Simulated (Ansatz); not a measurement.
## Electronic structure of ClH₇OSi₃ in real space

Input file:

```
crystal:
  periodic: [false, false, false]
  atoms:
    - {symbol: O, position_ang: [-3.019343, -0.199857, 0.355553]}
    - {symbol: Si, position_ang: [-1.447499, -0.182199, 0.820023]}
    - {symbol: Cl, position_ang: [-1.021363, 1.543653, 1.879104]}
    - {symbol: Si, position_ang: [0.081328, -0.222848, -0.951088]}
    - {symbol: Si, position_ang: [2.251207, 0.077969, -0.131654]}
    - {symbol: H, position_ang: [-3.313131, 0.461187, -0.273771]}
    - {symbol: H, position_ang: [-1.309980, -1.317393, 1.758446]}
    - {symbol: H, position_ang: [-0.032313, -1.515519, -1.684279]}
    - {symbol: H, position_ang: [-0.270328, 0.879922, -1.891872]}
    - {symbol: H, position_ang: [3.249863, -0.087639, -1.221501]}
    - {symbol: H, position_ang: [2.526068, -0.931415, 0.926039]}
    - {symbol: H, position_ang: [2.382593, 1.438937, 0.449100]}
basis:
  gaussian: {orbitals: def2-TZVPP}
hamiltonian: {xc: pbe0, dispersion: d4}
output: {orbitals: {seedname: orbitals}}
```

Command:

```sh
ansatz run in.yaml --threads 4 --pin off --events-out ev --progress --plain --max-ram 10444MiB
```

Geometry: PBE0-D4/def2-TZVP.

All numbers below come from Ansatz, RKS PBE0-D4/def2-TZVPP.

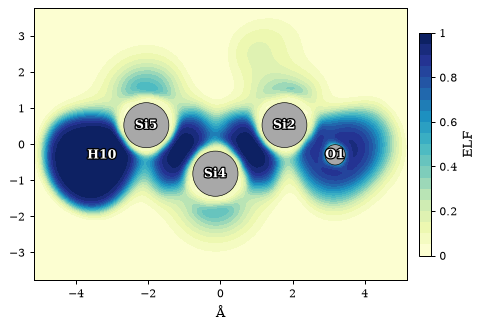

Figure 1. Electron localisation function on the plane of atoms Si2, Si4 and Si5. Grey discs cover the atomic cores.

Read the bonding off the picture.

Answer.
- Atoms in the plane: O, Si and H.
- Si–O (1.64 Å): the ELF peaks at about 0.90 between the atoms, as expected for a polar covalent bond.
- Si–Si (2.34 Å): the ELF peaks at about 1 between the atoms (a shared electron pair).
- Si–H (1.49 Å): the ELF climbs to about 1 towards the hydrogen, as it does in any bond to H.
- The ELF also peaks beside O1, away from the bonds: lone-pair regions.

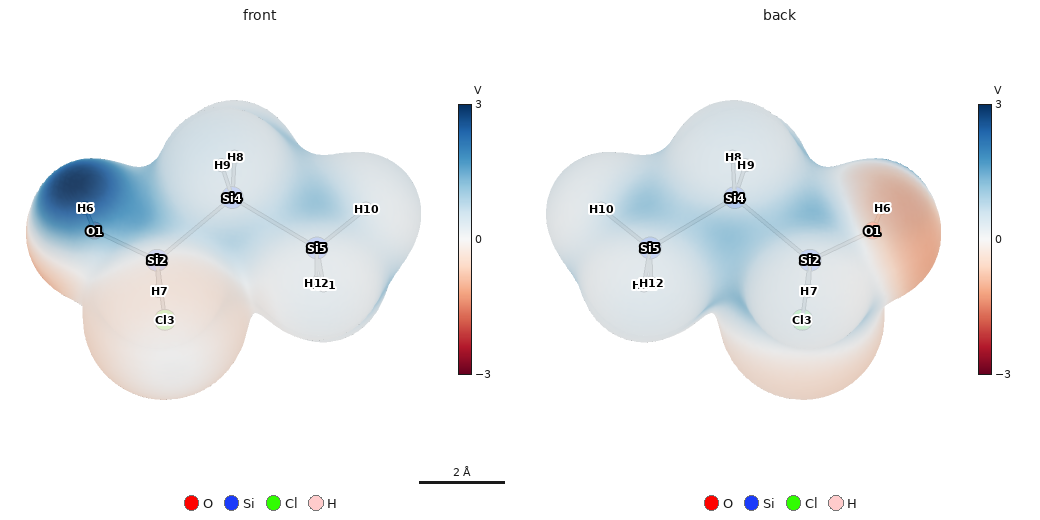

Figure 2. The molecular electrostatic potential painted on the density surface at 0.002 e/bohr³, seen from the front and from behind; the colour scale runs from red (negative) to blue (positive).

Where is the surface potential most negative and most positive?

Answer. The most negative region (about −1.1 V) lies over O1, the most positive (about +2.8 V) over H6. O1 is the likeliest acceptor of a hydrogen bond.

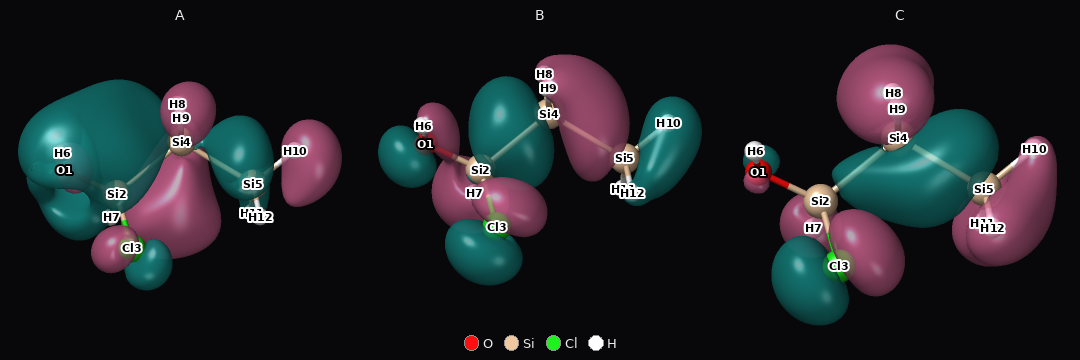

Figure 3. Three frontier orbitals at ±0.06 Å⁻³ᐟ² (teal and pink are the two phases), in no order.

Which picture is the HOMO−1, the HOMO and the LUMO?

Answer. C is the HOMO−1 (−8.67 eV). By Hirshfeld shares it lies mainly on Si4 (about 30 %), Si5 (about 25 %), Cl3 (about 15 %), H8 (about 10 %) and H9 (about 5 %). B is the HOMO (−7.86 eV). It lies mainly on Si4 (about 30 %), Si2 (about 20 %), Cl3 (about 15 %), Si5 (about 10 %), O1 (about 10 %) and H7 (about 5 %). A is the LUMO (−0.62 eV). Its weight (Hirshfeld) is mainly on Si2 (about 30 %), Si4 (about 20 %), Si5 (about 15 %), O1 (about 10 %) and H6 (about 5 %).

What is the HOMO–LUMO gap?

Answer. 7.24 eV between the orbital energies.

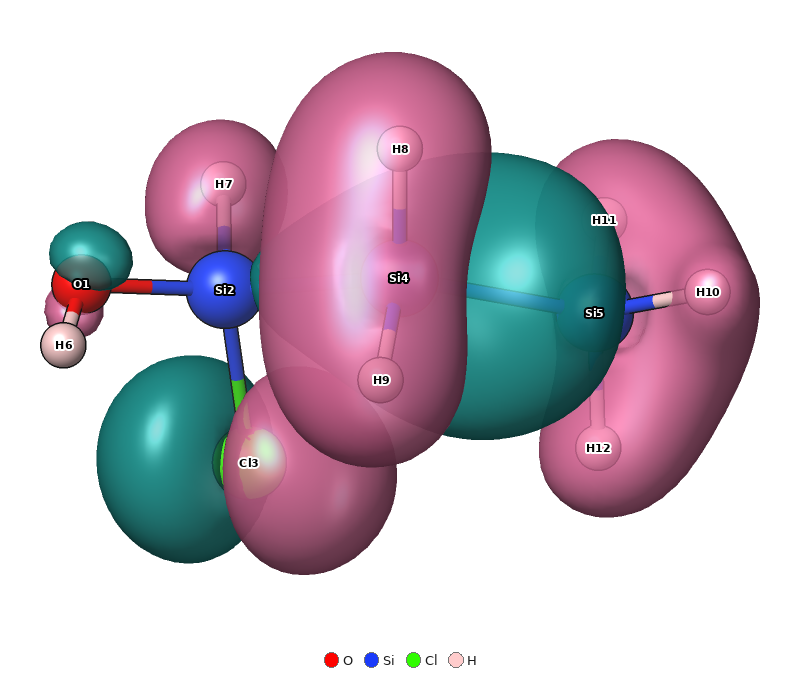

Figure 4. The HOMO−1 at ±0.06 Å⁻³ᐟ² (teal and pink are the two phases), seen from one side.

Where does this orbital lie, and at what energy?

Answer. By Hirshfeld shares it lies mainly on Si4 (about 30 %), Si5 (about 25 %), Cl3 (about 15 %), H8 (about 10 %) and H9 (about 5 %). Its energy is −8.67 eV.
